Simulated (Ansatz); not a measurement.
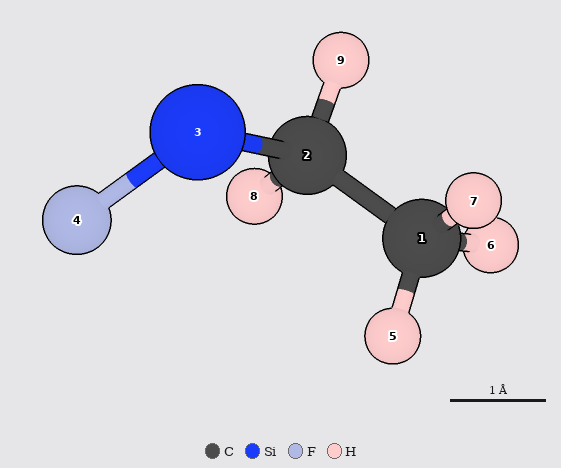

The input geometry (ball-and-stick view, seen at a tilt; atoms are numbered from 1 in the order of the input).

**Run report: C2H5FSi, phonon calculation**

The run: phonon calculation of C2H5FSi. Method and program: RKS PBE0-D4/def2-SVP (Ansatz 0.2.0).

It belongs to a series of runs on one base structure; here: vibrations at the highest image of the band. Figures and captions count atoms from 1; the log counts them from 0 in places.

Input
```yaml
crystal:
  periodic: [false, false, false]
  atoms:
    - { symbol: C, position_ang: [-0.257429, 1.010733, -0.201243] }
    - { symbol: C, position_ang: [0.006581, -0.312444, 0.528399] }
    - { symbol: Si, position_ang: [1.394629, -1.29715, -0.334037] }
    - { symbol: F, position_ang: [0.503054, -2.516181, -0.984022] }
    - { symbol: H, position_ang: [-0.663172, 0.8445, -1.212086] }
    - { symbol: H, position_ang: [-0.98682, 1.633677, 0.33955] }
    - { symbol: H, position_ang: [0.659489, 1.613985, -0.313427] }
    - { symbol: H, position_ang: [-0.910972, -0.920946, 0.598094] }
    - { symbol: H, position_ang: [0.343139, -0.102576, 1.561772] }
basis:
  gaussian: { orbitals: def2-SVP }
hamiltonian:
  xc: pbe0
  dispersion: d4
phonons: {}
```

Machine: 1 thread of an x86-64 CPU, shared host.

Launched with:
```bash
ansatz run input.yaml --threads 1 --pin off --max-ram 2048MiB --backend cpu --events-out ev --progress --plain --runs-dir out
```

Log
```
Engine: ansatz 0.2.0, x86_64-unknown-linux-gnu
Functional definition: PBE0
  parameter a = 0.25
  parameter kappa = 0.804
  parameter beta = 0.06672455060314922
  exchange = (1 - a)*pbe_x(kappa = kappa, mu = beta*pi^2/3) + a*exact_x
  correlation = pbe_c(beta = beta)
912 factors; integrals over basis functions are off by at most 3.3e-4 eV
mean field evaluation 1: about -12728.6960 eV, gradient 5.4e1 eV
mean field evaluation 2: about -12722.7236 eV, gradient 7.5e1 eV
mean field evaluation 4: about -12735.4627 eV, gradient 3.9e0 eV
mean field evaluation 8: about -12735.4995 eV, gradient 3.8e-2 eV
mean field -12735.49952205 eV, -468.0209750036 hartree, gradient 2.3e-5 eV, S^2 0.000000; 0 other end points of the search recorded, 0 dependent functions left out
the calculation of the forces begins
reference -12735.49954679 eV, -468.0209759129 hartree; 20, 20 occupied and 65, 65 virtual orbitals, 912 factors
these checks for a lower state are left out or cut short: stability, starts, cluster_reference, orbital_swaps, neighbouring_geometries, increment
912 factors; integrals over basis functions are off by at most 3.3e-4 eV
mean field evaluation 16: about -12735.4912 eV, gradient 1.4e-1 eV
mean field -12735.49932361 eV, -468.0209677113 hartree, gradient 2.1e-6 eV, S^2 0.000000; 0 other end points of the search recorded, 0 dependent functions left out
[... from here on the field's lines of each further geometry are left out, up to the last ...]
the calculation of the forces begins
reference -12735.49946200 eV, -468.0209727969 hartree; 20, 20 occupied and 65, 65 virtual orbitals, 912 factors
these checks for a lower state are left out or cut short: stability, starts, cluster_reference, orbital_swaps, neighbouring_geometries, increment
912 factors; integrals over basis functions are off by at most 3.3e-4 eV
mean field -12735.49942931 eV, -468.0209715955 hartree, gradient 1.4e-6 eV, S^2 0.000000; 0 other end points of the search recorded, 0 dependent functions left out
the calculation of the forces begins
reference -12735.49945405 eV, -468.0209725048 hartree; 20, 20 occupied and 65, 65 virtual orbitals, 912 factors
WARN: phonons: modes at or below zero, which the zero-point energy, F, S and C_V leave out: 1, the lowest at -53.88 cm⁻¹. A minimum has none, and a first-order saddle one
Total energy: -12735.63318432 eV, -468.0258870015 hartree
Atom 0 at    -0.257429     1.010733    -0.201243 Å, force    -0.008660    -0.003901    -0.005831 eV/Å
Atom 1 at     0.006581    -0.312444     0.528399 Å, force     0.011952    -0.001341     0.005446 eV/Å
Atom 2 at     1.394629    -1.297150    -0.334037 Å, force    -0.005983     0.003044     0.005603 eV/Å
Atom 3 at     0.503054    -2.516181    -0.984022 Å, force     0.002068    -0.000143    -0.003305 eV/Å
Atom 4 at    -0.663172     0.844500    -1.212086 Å, force    -0.001526     0.004008    -0.003085 eV/Å
Atom 5 at    -0.986820     1.633677     0.339550 Å, force     0.000966    -0.000055    -0.000993 eV/Å
Atom 6 at     0.659489     1.613985    -0.313427 Å, force     0.000101    -0.005026     0.002834 eV/Å
Atom 7 at    -0.910972    -0.920946     0.598094 Å, force    -0.002383     0.006427    -0.001434 eV/Å
Atom 8 at     0.343139    -0.102576     1.561772 Å, force     0.003465    -0.003012     0.000765 eV/Å
Dipole moment:    -0.094712     0.280169     0.189144 e Å
Vibrations: -53.88 171.53 185.28 297.04 605.78 694.30 845.71 923.88 942.24 1017.17 1219.18 1233.70 1388.51 1414.44 1469.10 1480.66 3035.38 3043.85 3113.37 3131.64 3141.07 cm⁻¹, zero-point energy 1.819707 eV
```

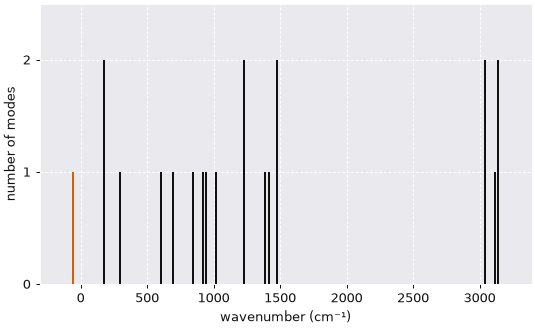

Harmonic vibrational wavenumbers from the force constants; neighbouring modes closer than 15 cm⁻¹ are counted in one stick, and imaginary ones are drawn at negative wavenumbers. 21 modes from 54i to 3141 cm⁻¹, 1 imaginary beyond 8i (54i cm⁻¹): not a clean minimum; so soft a mode can be a shallow saddle, an incomplete relaxation or noise of the force constants.

Key numbers

- outcome: converged
- total energy: −12735.6332 eV
- mean-field energy: −12735.4995 eV
- largest force (length of the vector): 0.013 eV/Å
- wall time: 61 s
- peak memory: 0.18 GiB
